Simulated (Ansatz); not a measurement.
## Pressure series in Ti2GeC

Take Ti$_{2}$GeC (space group P6_3/mmc, No. 194; a = 3.053 Å, c = 12.887 Å; a cell from a computed database, its experimental status unchecked) as the base.

Cell and atoms are relaxed at each pressure.

Computed with Kohn–Sham DFT with the PBEsol functional, run in Ansatz (a first-principles code) with PAW and 420 eV plane waves, scalar-relativistic without spin-orbit coupling.

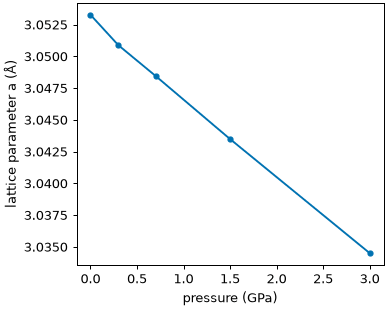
*Lattice parameter a against pressure*

| pressure (GPa) | lattice parameter a |
|---|---|
| 0.3 | 3.051 Å |
| 0.7 | 3.048 Å |
| 1.5 | 3.043 Å |
| 3 | 3.035 Å |

Load acts through the strain it causes; cell and atoms are relaxed under it. No phonon test of stability was made. All final runs are without spin polarisation.
